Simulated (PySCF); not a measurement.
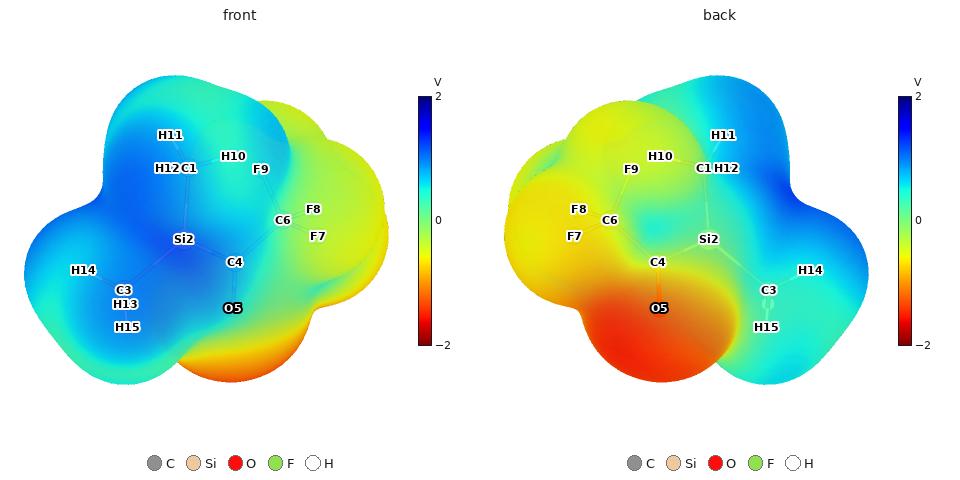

Figure. C4H6F3OSi (SMILES C[Si](C)C(=O)C(F)(F)F) (doublet). The molecular electrostatic potential painted on the density surface at 0.001 e/bohr³, seen from the front and from behind; the colour scale runs from red (negative) to blue (positive).

Geometry: GFN2-xTB.

Theory: PySCF 2.14.0, density-fitted response routines, UKS B3LYP, pcH-1 on C F H O Si, non-relativistic, mean-field spin-orbit, GIAO.

```xyz
15

C    -0.7472    1.7254   -0.1508
Si   -0.5415   -0.1508   -0.0117
C    -2.0319   -1.3087   -0.1001
C     1.1149   -0.9463    0.1420
O     1.2990   -2.1664    0.2181
C     2.2955    0.0234    0.1858
F     3.4870   -0.5540    0.2508
F     2.1993    0.8664    1.2422
F     2.2995    0.8316   -0.9015
H    -0.0257    2.2542    0.4674
H    -0.6071    2.0648   -1.1745
H    -1.7431    2.0253    0.1643
H    -2.7071   -1.1585    0.7390
H    -2.6022   -1.1564   -1.0133
H    -1.6940   -2.3419   -0.0796
```

> Describe the electrostatic potential map.

The most negative region (about −1.5 V) lies over O5, the most positive (about +1.2 V) over Si2. O5 is the likeliest acceptor of a hydrogen bond.
